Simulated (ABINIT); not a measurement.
## Diamond (Fd-3m, 2 atoms a cell): G0W0 on several meshes in ABINIT

How does the mesh move the gap of Diamond (Fd-3m, 2 atoms a cell)?

Calculated with ABINIT 10.8.3; PBE and many-body steps on it, plane waves.

## Step 1: The starting structure

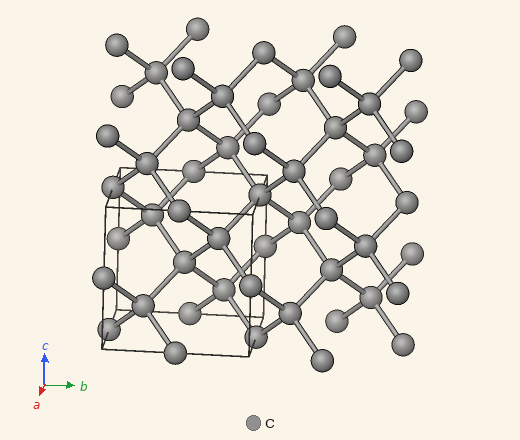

Start, viewed slightly off an axis; carbon grey. 1×2×2 cells are drawn. This picture shows the conventional cell, with its axes. Some periodic images of atoms are drawn too.

The cell and positions come from the Crystallography Open Database and are kept as given unless a step says otherwise.

## Step 2: Empty states on the mesh, 8×8×8 mesh, 299 bands

This step: ABINIT 10.8.3; DFT, PBE, plane waves, norm-conserving pseudopotentials.

The sums over transitions need many empty states on a uniform mesh; this step solves for them.

File run.abi:

```
acell 3*1.0 Angstrom
rprim 
  -0.000000000000 1.783370000000 1.783370000000
  1.783370000000 -0.000000000000 1.783370000000
  1.783370000000 1.783370000000 0.000000000000
ntypat 1
znucl 6
natom 2
typat 1 1
xred 
  0.000000000000 0.000000000000 -0.000000000000
  0.250000000000 0.250000000000 0.250000000000
pp_dirpath "pseudos"
pseudos "C.upf"
ecut 37
ngkpt 8 8 8
nshiftk 1
shiftk 0 0 0
kptopt 1
chksymbreak 0
irdden 1
istwfk *1
nband 299
prtvol 0
optdriver 6
gwr_task "HDIAGO"
paral_kgb 0
occopt 1
indata_prefix "in"
outdata_prefix "out"
tmpdata_prefix "tmp"
```

Launch:

```sh
$ OMP_NUM_THREADS=1 mpirun -n 4 abinit run.abi > log
```

What it wrote:

```text
.Version 10.8.3 of ABINIT. v10.8.2 released Aug 2026.

 Symmetries : space group Fd -3 m (#227); Bravais cF (face-center cubic)
[... echo of the input left out ...]
== DATASET  1 ==================================================================
-   mpi_nproc: 4, omp_nthreads: 1 (-1 if OMP is not activated)

--- !DatasetInfo
iteration_state: {dtset: 1, }
dimensions: {natom: 2, nkpt: 29, mband: 299, nsppol: 1, nspinor: 1, nspden: 1, mpw: 869, }
cutoff_energies: {ecut:  37.0, pawecutdg:  -1.0, }
[...]
Indirect band gap semiconductor
 Fundamental gap:     4.190 (eV)
   VBM:    10.293 (eV) at k: [ 0.0000E+00,  0.0000E+00,  0.0000E+00]
   CBM:    14.483 (eV) at k: [ 3.7500E-01,  3.7500E-01,  0.0000E+00]
 Direct gap:         5.626 (eV) at k: [ 0.0000E+00,  0.0000E+00,  0.0000E+00]

== END DATASET(S) ==============================================================
================================================================================

 -outvars: echo values of variables after computation  --------
           etotal      0.0000000000E+00
            nband         299
             nkpt          29
          spgroup         227
 [... the other variables as echoed above ...]

 Calculation completed.
```

Wall time 8.6 s (4 MPI ranks of Arm Neoverse V1, shared host); peak memory 0.33 GiB.

This step gave:

- gap: 4.190 eV
- k of the valence top: 0, 0, 0
- k of the conduction bottom: 0.375, 0.375, 0
- least direct gap: 5.626 eV
- k points computed: 29
- lowest point of the top converged band, above the valence top: 465.2335 eV

On this mesh the gap is 4.190 eV.

The density comes from a self-consistent run that is not shown.

## Step 3: Screening, 8×8×8 mesh, 61 bands, screening to 203.5 eV

The RPA dielectric matrix is built and inverted for each q.

This step: RPA screening on PBE, plane waves, norm-conserving pseudopotentials.

Edit run.abi of step 2 so:

```diff
@@ -20,10 +20,11 @@
 chksymbreak 0
-irdden 1
 istwfk *1
-nband 299
-prtvol 0
-optdriver 6
-gwr_task "HDIAGO"
-paral_kgb 0
 occopt 1
+irdwfk 1
+optdriver 3
+nband 61
+ecuteps 7.48
+inclvkb 2
+awtr 1
+symchi 1
 indata_prefix "in"
```

What it wrote:

```text
.Version 10.8.3 of ABINIT. v10.8.2 released Aug 2026.

 Symmetries : space group Fd -3 m (#227); Bravais cF (face-center cubic)
[... echo of the input left out ...]
== DATASET  1 ==================================================================
-   mpi_nproc: 4, omp_nthreads: 1 (-1 if OMP is not activated)

--- !DatasetInfo
iteration_state: {dtset: 1, }
dimensions: {natom: 2, nkpt: 29, mband: 61, nsppol: 1, nspinor: 1, nspden: 1, mpw: 869, }
cutoff_energies: {ecut:  37.0, pawecutdg:  -1.0, }
electrons: {nelect:   8.00000000E+00, charge:   0.00000000E+00, occopt:   1.00000000E+00, tsmear:   1.00000000E-02, }

 SCREENING: Calculation of the susceptibility and dielectric matrices

 Based on a program developped by R.W. Godby, V. Olevano, G. Onida, and L. Reining.
 Incorporated in ABINIT by V. Olevano, G.-M. Rignanese, and M. Torrent.
.Using double precision arithmetic ; gwpc =  8

[... cell and pseudopotentials left out ...]
--------------------------------------------------------------------------------

 ==== K-mesh for the wavefunctions ====
 Number of points in the irreducible wedge :    29
[... list of points left out ...]
 Together with 48 symmetry operations and time-reversal symmetry
 yields   512 points in the full Brillouin Zone.

 ==== Q-mesh for the screening function ====
 Number of points in the irreducible wedge :    29
[... list of points left out ...]
 Together with 48 symmetry operations and time-reversal symmetry
 yields   512 points in the full Brillouin Zone.

 setmesh: FFT mesh size selected  =    20x   20x   20
          total number of points  =         8000

 vcoul_init : cutoff-mode = AUXILIARY_FUNCTION
 q-points for optical limit:   1
     1)      0.000010    0.000020    0.000030

- screening: taking advantage of time-reversal symmetry
- Maximum band index for partially occupied states nbvw = 4
- Remaining bands to be divided among processors   nbcw = 57
- Number of bands treated by each node ~14

 Number of electrons calculated from density =    8.0000; Expected =    8.0000
 average of density, n =  0.104505
 r_s =    1.3170
 omega_plasma =   31.1835 [eV]

 calculating chi0 at frequencies [eV] :
  1    0.000000E+00    0.000000E+00
  2    0.000000E+00    3.118352E+01

--------------------------------------------------------------------------------
  q-point number  1        q = ( 0.000000, 0.000000, 0.000000) [r.l.u.]
--------------------------------------------------------------------------------
[... chi0 elements left out ...]
 For q-point:  0.000010 0.000020 0.000030
  dielectric constant =   5.5300
  dielectric constant without local fields =   5.9486

  Average fulfillment of the sum rule on Im[epsilon] for q-point    1 :     88.18  [%]
[... wings left out ...]
  q-point number  2        q = ( 0.125000, 0.000000, 0.000000) [r.l.u.]
--------------------------------------------------------------------------------
[... chi0 elements left out ...]
  Average fulfillment of the sum rule on Im[epsilon] for q-point    2 :     97.84  [%]

 [... 27 further q-points ...]
```

Elapsed: 36 s, on 4 MPI ranks; peak memory 0.63 GiB.

This step gave:

* ε∞ with local fields, on this mesh, along the program's q direction: 5.53
* the same without local fields: 5.949
* plasma frequency: 31.18 eV
* plane waves in the screening matrix: 65

Local fields lower ε∞ by 7 %.

## Step 4: 8×8×8

The self-energy is evaluated for the states that the input lists, and the levels follow from it, in one-shot runs by the linearised quasiparticle equation.

This step: G0W0 on PBE, plane waves, norm-conserving pseudopotentials.

Edit run.abi of step 3 so:

```diff
@@ -23,8 +23,21 @@
 irdwfk 1
-optdriver 3
+optdriver 4
 nband 61
+gwcalctyp 0
+ecutsigx 37
+symsigma 1
+nkptgw 4
+kptgw 
+  0.0000000000 0.0000000000 0.0000000000
+  0.3750000000 0.3750000000 0.0000000000
+  0.5000000000 0.0000000000 0.0000000000
+  0.5000000000 0.5000000000 0.0000000000
+bdgw 
+  2 7
+  3 6
+  3 6
+  3 6
 ecuteps 7.48
-inclvkb 2
-awtr 1
-symchi 1
+irdscr 1
+ppmodel 1
 indata_prefix "in"
```

What it wrote:

```text
.Version 10.8.3 of ABINIT. v10.8.2 released Aug 2026.

 Symmetries : space group Fd -3 m (#227); Bravais cF (face-center cubic)
[... echo of the input left out ...]
== DATASET  1 ==================================================================
-   mpi_nproc: 4, omp_nthreads: 1 (-1 if OMP is not activated)

--- !DatasetInfo
iteration_state: {dtset: 1, }
dimensions: {natom: 2, nkpt: 29, mband: 61, nsppol: 1, nspinor: 1, nspden: 1, mpw: 869, }
cutoff_energies: {ecut:  37.0, pawecutdg:  -1.0, }
electrons: {nelect:   8.00000000E+00, charge:   0.00000000E+00, occopt:   1.00000000E+00, tsmear:   1.00000000E-02, }

 SIGMA: Calculation of the GW corrections

 Based on a program developped by R.W. Godby, V. Olevano, G. Onida, and L. Reining.
 Incorporated in ABINIT by V. Olevano, G.-M. Rignanese, and M. Torrent.
.Using double precision arithmetic ; gwpc =  8

[... cell and pseudopotentials left out ...]
--------------------------------------------------------------------------------

 ==== K-mesh for the wavefunctions ====
 Number of points in the irreducible wedge :    29
[... list of points left out ...]
 Together with 48 symmetry operations and time-reversal symmetry
 yields   512 points in the full Brillouin Zone.

 ==== Q-mesh for screening function ====
 Number of points in the irreducible wedge :    29
[... list of points left out ...]
 Together with 48 symmetry operations and time-reversal symmetry
 yields   512 points in the full Brillouin Zone.

 vcoul_init : cutoff-mode = AUXILIARY_FUNCTION
 q-points for optical limit:   1
     1)      0.000010    0.000020    0.000030
 setmesh: FFT mesh size selected  =    32x   32x   32
          total number of points  =        32768

 Number of electrons calculated from density =    8.0000; Expected =    8.0000
 average of density, n =  0.104505
 r_s =    1.3170
 omega_plasma =   31.1835 [eV]

 === KS Band Gaps ===
  >>>> For spin  1
   Minimum direct gap =   5.6255 [eV], located at k-point      :   0.0000  0.0000  0.0000
   Fundamental gap    =   4.1901 [eV], Top of valence bands at :   0.0000  0.0000  0.0000
                                       Bottom of conduction at :   0.3750  0.3750  0.0000
 SIGMA fundamental parameters:
 PLASMON POLE MODEL  1
 number of plane-waves for SigmaX                  869
 number of plane-waves for SigmaC and W             65
 number of plane-waves for wavefunctions           869
 number of bands                                    61
 number of independent spin polarizations            1
 number of spinorial components                      1
 number of k-points in IBZ                          29
 number of q-points in IBZ                          29
 number of symmetry operations                      48
 number of k-points in BZ                          512
 number of q-points in BZ                          512
 number of frequencies for dSigma/dE                 9
 frequency step for dSigma/dE [eV]                0.25
 number of omega for Sigma on real axis              0
 max omega for Sigma on real axis  [eV]           0.00
 zcut for avoiding poles [eV]                     0.10

 EPSILON^-1 parameters (SCR file):
 dimension of the eps^-1 matrix on file             65
 dimension of the eps^-1 matrix used                65
 number of plane-waves for wavefunctions           869
 number of bands                                    61
 number of q-points in IBZ                          29
 number of frequencies                               2
 number of real frequencies                          1
 number of imag frequencies                          1

 matrix elements of self-energy operator (all in [eV])

 Perturbative Calculation

--- !SelfEnergy_ee
iteration_state: {dtset: 1, }
kpoint     : [   0.000,    0.000,    0.000, ]
spin       : 1
KS_gap     :    5.626
QP_gap     :    7.355
Delta_QP_KS:    1.730
data: !SigmaeeData |
     Band     E0 <VxcDFT>   SigX SigC(E0)      Z dSigC/dE  Sig(E)    E-E0       E
        2  10.293 -16.962 -19.293   1.584   0.832  -0.202 -17.583  -0.621   9.672
        3  10.293 -16.962 -19.293   1.584   0.832  -0.202 -17.583  -0.621   9.672
        4  10.293 -16.962 -19.293   1.584   0.832  -0.202 -17.583  -0.621   9.672
        5  15.918 -15.643  -9.539  -4.773   0.833  -0.201 -14.534   1.109  17.027
        6  15.918 -15.643  -9.539  -4.773   0.833  -0.201 -14.534   1.109  17.027
        7  15.918 -15.643  -9.539  -4.773   0.833  -0.201 -14.534   1.109  17.027

--- !SelfEnergy_ee
iteration_state: {dtset: 1, }
kpoint     : [   0.375,    0.375,    0.000, ]
spin       : 1
KS_gap     :    9.944
QP_gap     :   11.585
Delta_QP_KS:    1.640
data: !SigmaeeData |
     Band     E0 <VxcDFT>   SigX SigC(E0)      Z dSigC/dE  Sig(E)    E-E0       E
[...]
--- !SelfEnergy_ee
iteration_state: {dtset: 1, }
kpoint     : [   0.500,    0.000,    0.000, ]
spin       : 1
KS_gap     :   11.329
QP_gap     :   13.345
Delta_QP_KS:    2.017
data: !SigmaeeData |
     Band     E0 <VxcDFT>   SigX SigC(E0)      Z dSigC/dE  Sig(E)    E-E0       E
[...]
--- !SelfEnergy_ee
iteration_state: {dtset: 1, }
kpoint     : [   0.500,    0.500,    0.000, ]
spin       : 1
KS_gap     :   11.141
QP_gap     :   12.753
Delta_QP_KS:    1.611
data: !SigmaeeData |
     Band     E0 <VxcDFT>   SigX SigC(E0)      Z dSigC/dE  Sig(E)    E-E0       E
[...]
4   3.977 -15.916 -20.638   3.425   0.815  -0.228 -16.973  -1.057   2.920
        5  15.119 -13.579  -8.066  -4.856   0.844  -0.184 -13.025   0.554  15.673
        6  15.119 -13.579  -8.066  -4.856   0.844  -0.184 -13.025   0.554  15.673

== END DATASET(S) ==============================================================
================================================================================

 -outvars: echo values of variables after computation  --------
           etotal      0.0000000000E+00
            nband          61
             nkpt          29
          spgroup         227
 [... the other variables as echoed above ...]

 Calculation completed.
```

Run time: 6.7 s. Hardware: 4 MPI ranks; peak memory 0.58 GiB.

Numbers from this step:

```
G0W0 gap on the mesh                         : 5.427 eV
starting gap on the mesh                     : 4.190 eV
k of the valence top                         : 0, 0, 0
k of the conduction bottom                   : 0.375, 0.375, 0
Z at the valence top                         : 0.832
Z at the conduction bottom                   : 0.842
least direct G0W0 gap on the computed points : 7.355 eV
```

The gap on the mesh goes from 4.19 eV to 5.43 eV, a correction of +1.24 eV.

## Step 5: Empty states on the mesh, 6×6×6 mesh, 69 bands

This step: DFT, PBE, plane waves, norm-conserving pseudopotentials.

File run.abi:

```
acell 3*1.0 Angstrom
rprim 
  -0.000000000000 1.783370000000 1.783370000000
  1.783370000000 -0.000000000000 1.783370000000
  1.783370000000 1.783370000000 0.000000000000
ntypat 1
znucl 6
natom 2
typat 1 1
xred 
  0.000000000000 0.000000000000 -0.000000000000
  0.250000000000 0.250000000000 0.250000000000
pp_dirpath "pseudos"
pseudos "C.upf"
ecut 37
ngkpt 6 6 6
nshiftk 1
shiftk 0 0 0
kptopt 1
chksymbreak 0
irdden 1
istwfk *1
nband 69
prtvol 0
optdriver 6
gwr_task "HDIAGO"
paral_kgb 0
occopt 1
indata_prefix "in"
outdata_prefix "out"
tmpdata_prefix "tmp"
```

What it wrote:

```text
[banner, memory and clock lines left out]
.Version 10.8.3 of ABINIT. v10.8.2 released Aug 2026.

 Symmetries : space group Fd -3 m (#227); Bravais cF (face-center cubic)
[... echo of the input left out ...]
== DATASET  1 ==================================================================
-   mpi_nproc: 4, omp_nthreads: 1 (-1 if OMP is not activated)

--- !DatasetInfo
iteration_state: {dtset: 1, }
dimensions: {natom: 2, nkpt: 16, mband: 69, nsppol: 1, nspinor: 1, nspden: 1, mpw: 869, }
cutoff_energies: {ecut:  37.0, pawecutdg:  -1.0, }
[...]
Integrated=    8.0000E+00

 === KS gaps after direct diagonalization ===
 Indirect band gap semiconductor
 Fundamental gap:     4.207 (eV)
   VBM:    10.293 (eV) at k: [ 0.0000E+00,  0.0000E+00,  0.0000E+00]
   CBM:    14.500 (eV) at k: [ 3.3333E-01,  3.3333E-01,  0.0000E+00]
 Direct gap:         5.626 (eV) at k: [ 0.0000E+00,  0.0000E+00,  0.0000E+00]

== END DATASET(S) ==============================================================

 -outvars: echo values of variables after computation  --------
           etotal      0.0000000000E+00
            nband          69
             nkpt          16
          spgroup         227
 [... the other variables as echoed above ...]

 Calculation completed.
```

Wall time 4.4 s (4 MPI ranks); peak memory 0.29 GiB; 17 s of CPU time.

This step gave:

```
gap                                                           : 4.207 eV
k of the valence top                                          : 0, 0, 0
k of the conduction bottom                                    : 0.3333, 0.3333, 0
least direct gap                                              : 5.626 eV
k points computed                                             : 16
lowest point of the top converged band, above the valence top : 146.2969 eV
```

On this mesh the gap is 4.207 eV.

## Step 6: Screening, 6×6×6 mesh, 61 bands, screening to 203.5 eV

This step: RPA screening on PBE, plane waves, norm-conserving pseudopotentials.

Edit run.abi of step 5 so:

```diff
@@ -20,10 +20,11 @@
 chksymbreak 0
-irdden 1
 istwfk *1
-nband 69
-prtvol 0
-optdriver 6
-gwr_task "HDIAGO"
-paral_kgb 0
 occopt 1
+irdwfk 1
+optdriver 3
+nband 61
+ecuteps 7.48
+inclvkb 2
+awtr 1
+symchi 1
 indata_prefix "in"
```

What it wrote:

```text
.Version 10.8.3 of ABINIT. v10.8.2 released Aug 2026.

 Symmetries : space group Fd -3 m (#227); Bravais cF (face-center cubic)
[... echo of the input left out ...]
== DATASET  1 ==================================================================
-   mpi_nproc: 4, omp_nthreads: 1 (-1 if OMP is not activated)

--- !DatasetInfo
iteration_state: {dtset: 1, }
dimensions: {natom: 2, nkpt: 16, mband: 61, nsppol: 1, nspinor: 1, nspden: 1, mpw: 869, }
cutoff_energies: {ecut:  37.0, pawecutdg:  -1.0, }
electrons: {nelect:   8.00000000E+00, charge:   0.00000000E+00, occopt:   1.00000000E+00, tsmear:   1.00000000E-02, }

 SCREENING: Calculation of the susceptibility and dielectric matrices

 Based on a program developped by R.W. Godby, V. Olevano, G. Onida, and L. Reining.
 Incorporated in ABINIT by V. Olevano, G.-M. Rignanese, and M. Torrent.
.Using double precision arithmetic ; gwpc =  8

[... cell and pseudopotentials left out ...]
--------------------------------------------------------------------------------

 ==== K-mesh for the wavefunctions ====
 Number of points in the irreducible wedge :    16
[... list of points left out ...]
 Together with 48 symmetry operations and time-reversal symmetry
 yields   216 points in the full Brillouin Zone.

 ==== Q-mesh for the screening function ====
 Number of points in the irreducible wedge :    16
[... list of points left out ...]
 Together with 48 symmetry operations and time-reversal symmetry
 yields   216 points in the full Brillouin Zone.

 setmesh: FFT mesh size selected  =    20x   20x   20
          total number of points  =         8000

 vcoul_init : cutoff-mode = AUXILIARY_FUNCTION
 q-points for optical limit:   1
     1)      0.000010    0.000020    0.000030

- screening: taking advantage of time-reversal symmetry
- Maximum band index for partially occupied states nbvw = 4
- Remaining bands to be divided among processors   nbcw = 57
- Number of bands treated by each node ~14

 Number of electrons calculated from density =    8.0000; Expected =    8.0000
 average of density, n =  0.104505
 r_s =    1.3170
 omega_plasma =   31.1835 [eV]

 calculating chi0 at frequencies [eV] :
  1    0.000000E+00    0.000000E+00
  2    0.000000E+00    3.118352E+01

--------------------------------------------------------------------------------
  q-point number  1        q = ( 0.000000, 0.000000, 0.000000) [r.l.u.]
--------------------------------------------------------------------------------
[... chi0 elements left out ...]
 For q-point:  0.000010 0.000020 0.000030
  dielectric constant =   5.7566
  dielectric constant without local fields =   6.1859

  Average fulfillment of the sum rule on Im[epsilon] for q-point    1 :     88.17  [%]
[... wings left out ...]
  q-point number  2        q = ( 0.166667, 0.000000, 0.000000) [r.l.u.]
--------------------------------------------------------------------------------
[... chi0 elements left out ...]
  Average fulfillment of the sum rule on Im[epsilon] for q-point    2 :     97.21  [%]

 [... 14 further q-points ...]
```

Wall time 8.6 s (4 MPI ranks); peak memory 0.43 GiB.

Numbers from this step:

| Item | Value |
| --- | --- |
| ε∞ with local fields, on this mesh, along the program's q direction | 5.757 |
| the same without local fields | 6.186 |
| plasma frequency | 31.18 eV |
| plane waves in the screening matrix | 65 |

(Part 1 of 3 ends here.)

[Paths, hosts, dates, memory and timing lines, banners, echoed tables and standing remarks are left out of the program output.]

[Logs are printed without paths, hosts, clocks, repeated set-up lines and the standing remarks that a program may print on its own settings, such as how far it seeks lower states.]

[Runs of the session that timed out or met a known fault of the program may be left out.]

[Hosts, paths, dates, database ids (printed as entryN), source tags and the programs' standing remarks are cut or masked in the printed files.]

[G0W0 gaps are taken among the corrected bands and points alone; a level outside them can change the order at an edge.]

[Where Ansatz stands beside ABINIT at settings called matched, ABINIT's density can come from a denser mesh and the files from another edition; pairs whose starting gaps differed by over 0.03 eV were left out, so agreement reads better than it is.]
